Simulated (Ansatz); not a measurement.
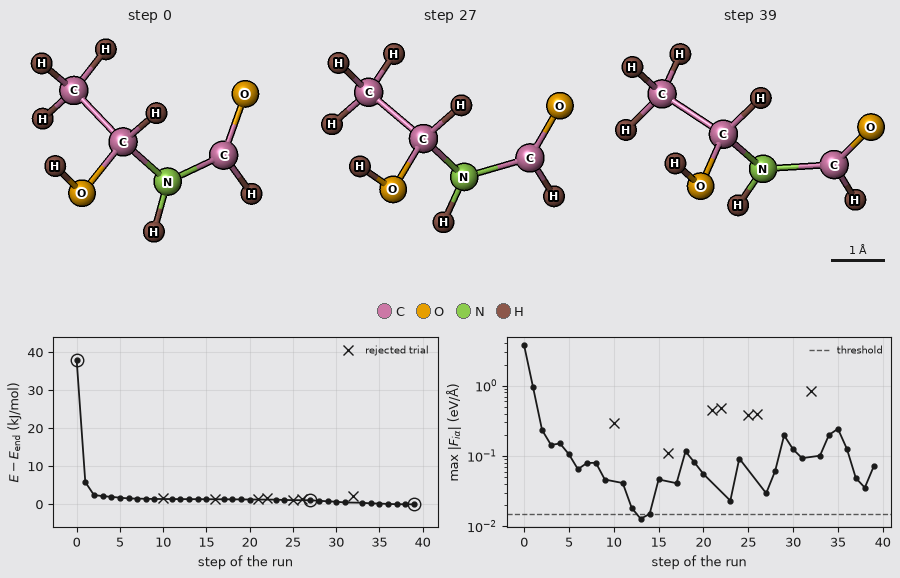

Frames of a relaxation of C3H7NO2, marked on the history of the run. The picture is a ball-and-stick view, seen at a tilt.

The run prepares an end point of a later path (torsion) calculation, from a guessed geometry.

All numbers below come from RKS PBE0-D4/def2-SVP (Ansatz). Set-up: no spin polarisation; force threshold 0.015 eV/Å; at most 40 steps.

### What happens along the run?

The relaxation stopped without meeting its thresholds, so the last structure isn't shown to be converged. It used up its limit of 40 steps. The largest move after the best rigid fit is that of an O atom, 1.15 Å. By element the largest moves are O 1.15 Å, H 0.94 Å, N 0.42 Å, C 0.37 Å. Among the contacts that change: C–H 1.172 → 1.099 Å, C–H 1.049 → 1.101 Å, H–O 1.005 → 0.964 Å, C–O 1.246 → 1.208 Å. Bond angles that change, for instance: C–C–N 118.0° → 111.4°, C–O–H 103.9° → 108.2°, O–C–N 103.3° → 107.2°. Groups turn about C–N by about 55°. After 32 accepted moves (39 points after the start) the energy has fallen by 38.0 kJ/mol. Largest force component: 3.7 eV/Å at the start, 0.072 eV/Å at the end. The line search rejected the trial steps at points 10, 16, 21, 22, 25, 26, 32 of the run. The forces were under the threshold at step 13, but the run went on from there. The run took 110 s on 2 threads of Arm Neoverse V2, on a shared host, peak memory 0.28 GiB. From step 0 to 27: an O atom moves most (0.53 Å), energy −36.9 kJ/mol. From step 27 to 39: an O atom moves most (0.62 Å), energy −1.07 kJ/mol.

```json
{"step": "0", "E − E(0), kJ/mol": "0.00", "largest force component, eV/Å": "3.7347", "note": ""}
{"step": "1", "E − E(0), kJ/mol": "-32.15", "largest force component, eV/Å": "0.9442", "note": ""}
{"step": "2", "E − E(0), kJ/mol": "-35.56", "largest force component, eV/Å": "0.2342", "note": ""}
{"step": "3", "E − E(0), kJ/mol": "-35.84", "largest force component, eV/Å": "0.1437", "note": ""}
{"step": "4", "E − E(0), kJ/mol": "-36.04", "largest force component, eV/Å": "0.1509", "note": ""}
{"step": "5", "E − E(0), kJ/mol": "-36.26", "largest force component, eV/Å": "0.1057", "note": ""}
{"step": "6", "E − E(0), kJ/mol": "-36.46", "largest force component, eV/Å": "0.0650", "note": ""}
{"step": "7", "E − E(0), kJ/mol": "-36.51", "largest force component, eV/Å": "0.0796", "note": ""}
{"step": "8", "E − E(0), kJ/mol": "-36.55", "largest force component, eV/Å": "0.0802", "note": ""}
{"step": "9", "E − E(0), kJ/mol": "-36.60", "largest force component, eV/Å": "0.0464", "note": ""}
{"step": "10", "E − E(0), kJ/mol": "-36.32", "largest force component, eV/Å": "0.2986", "note": "rejected"}
{"step": "12", "E − E(0), kJ/mol": "-36.64", "largest force component, eV/Å": "0.0183", "note": ""}
{"step": "13", "E − E(0), kJ/mol": "-36.64", "largest force component, eV/Å": "0.0128", "note": ""}
{"step": "15", "E − E(0), kJ/mol": "-36.67", "largest force component, eV/Å": "0.0465", "note": ""}
{"step": "16", "E − E(0), kJ/mol": "-36.66", "largest force component, eV/Å": "0.1094", "note": "rejected"}
{"step": "18", "E − E(0), kJ/mol": "-36.70", "largest force component, eV/Å": "0.1163", "note": ""}
{"step": "19", "E − E(0), kJ/mol": "-36.72", "largest force component, eV/Å": "0.0810", "note": ""}
{"step": "21", "E − E(0), kJ/mol": "-36.61", "largest force component, eV/Å": "0.4563", "note": "rejected"}
{"step": "22", "E − E(0), kJ/mol": "-36.21", "largest force component, eV/Å": "0.4746", "note": "rejected"}
{"step": "24", "E − E(0), kJ/mol": "-36.87", "largest force component, eV/Å": "0.0922", "note": ""}
{"step": "25", "E − E(0), kJ/mol": "-36.76", "largest force component, eV/Å": "0.3831", "note": "rejected"}
{"step": "27", "E − E(0), kJ/mol": "-36.94", "largest force component, eV/Å": "0.0296", "note": ""}
{"step": "28", "E − E(0), kJ/mol": "-37.08", "largest force component, eV/Å": "0.0614", "note": ""}
{"step": "30", "E − E(0), kJ/mol": "-37.32", "largest force component, eV/Å": "0.1246", "note": ""}
{"step": "31", "E − E(0), kJ/mol": "-37.53", "largest force component, eV/Å": "0.0933", "note": ""}
{"step": "33", "E − E(0), kJ/mol": "-37.59", "largest force component, eV/Å": "0.1011", "note": ""}
{"step": "34", "E − E(0), kJ/mol": "-37.77", "largest force component, eV/Å": "0.1995", "note": ""}
{"step": "36", "E − E(0), kJ/mol": "-37.91", "largest force component, eV/Å": "0.1267", "note": ""}
{"step": "37", "E − E(0), kJ/mol": "-37.97", "largest force component, eV/Å": "0.0486", "note": ""}
{"step": "39", "E − E(0), kJ/mol": "-38.02", "largest force component, eV/Å": "0.0716", "note": ""}
```
